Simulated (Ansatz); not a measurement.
Input file:

```
crystal:
  periodic: [false, false, false]
  atoms:
    - {symbol: C, position_ang: [-1.487265, -0.553661, -1.685891]}
    - {symbol: Cl, position_ang: [-1.431612, -2.945538, 0.989500]}
    - {symbol: Cl, position_ang: [1.657639, -1.786170, -0.444072]}
    - {symbol: Ga, position_ang: [-0.486288, -1.678003, -0.462977]}
    - {symbol: H, position_ang: [-0.824524, 0.173354, -2.175019]}
    - {symbol: H, position_ang: [-2.286795, -0.028664, -1.142914]}
    - {symbol: H, position_ang: [-1.953960, -1.189927, -2.454016]}
basis:
  gaussian:
    orbitals: def2-TZVPD
output: {forces: true, orbitals: {seedname: orbitals}}
hamiltonian:
  xc: pbe0
```

Run with:

```sh
ansatz run input.yaml --threads 1 --pin off --max-ram 2610MiB --events-out events.jsonl --progress --plain --runs-dir runs
```

Geometry: r2SCAN-D4/def2-SVP.

Method: isolated molecule in a Gaussian basis; Kohn-Sham density functional theory, functional PBE0 (Ansatz).

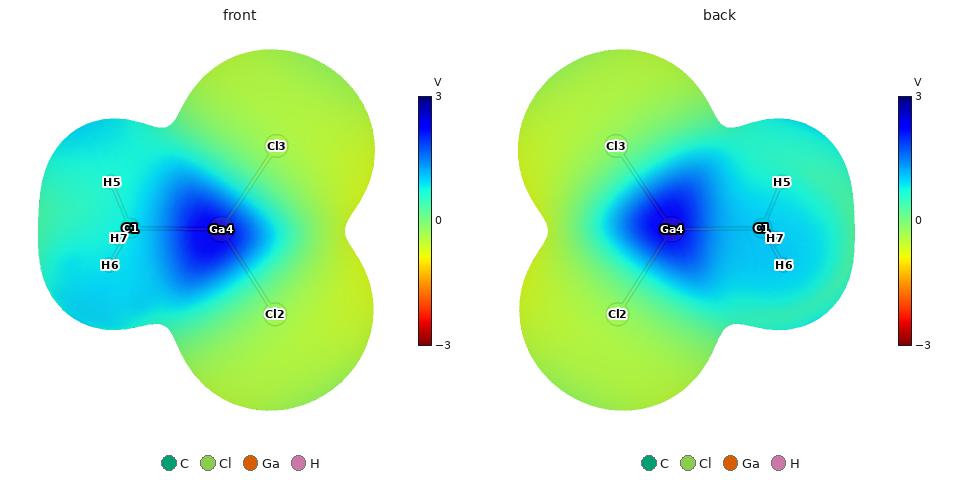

CH$_{3}$Cl$_{2}$Ga (SMILES [CH3][Ga]([Cl])[Cl]). The molecular electrostatic potential painted on the density surface at 0.001 e/bohr³, seen from the front and from behind; red is negative and blue positive.

Which sites attract a positive test charge, and which a negative one?

Answer. A positive charge is drawn to the negative regions and a negative charge to the positive ones. The most negative region (about −0.7 V, or −16 kcal/mol for a unit charge) lies over Cl2 and Cl3, the most positive (about +2.3 V, or +53 kcal/mol for a unit charge) over Ga4.
